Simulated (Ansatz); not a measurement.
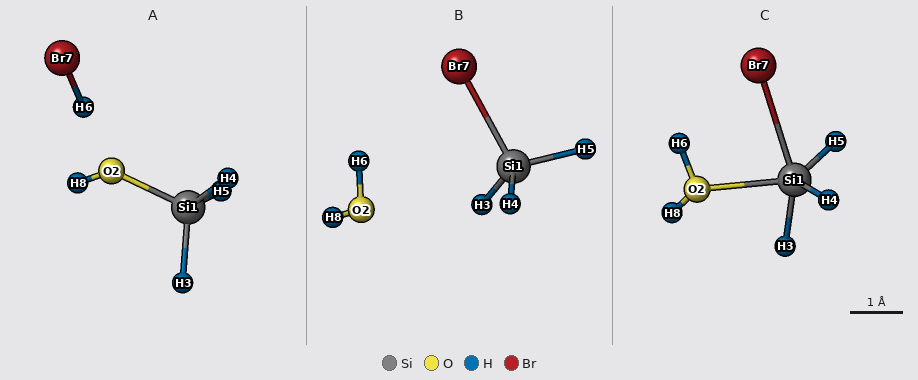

Three geometries of SiH5OBr: a saddle point and the two minima that it joins, in shuffled order. A ball-and-stick model, seen at a tilt. Sticks join atoms that are closer than about 1.2 times the sum of their covalent radii (a little more with hydrogen).

Stationary points at PBE0-D4/def2-TZVP, single-point energies with CCSD(T)/CBS (def2-TZVPP where no basis is named; Ansatz 0.2.0). The energies are electronic, without zero-point or thermal terms, and both ends are the minima reached downhill from the saddle, with any fragments still in contact. CCSD(T)/CBS stands for a frozen-core estimate: MP2 correlation extrapolated from def2-TZVPP and def2-QZVPP, CCSD(T) minus MP2 from the smaller set.

### Identify the saddle point and describe the reaction.

Frame C is the saddle point. Counted by bonded pieces, A holds HBr + SiH₄O and B holds H₂O + SiH₃Br. From A over the saddle to B, bonds form: Si1–Br7 (4.50 → 2.51 → 2.24 Å), O2–H6 (1.87 → 0.99 → 0.96 Å). Bonds break: Si1–O2 (1.66 → 1.93 → 3.19 Å), H6–Br7 (1.44 → 2.22 → 2.79 Å). The saddle has one imaginary mode, 199i cm⁻¹. With CCSD(T)/CBS the barrier is 83.4 kJ/mol from A and 88.2 kJ/mol from B, and B lies 4.7 kJ/mol below A.
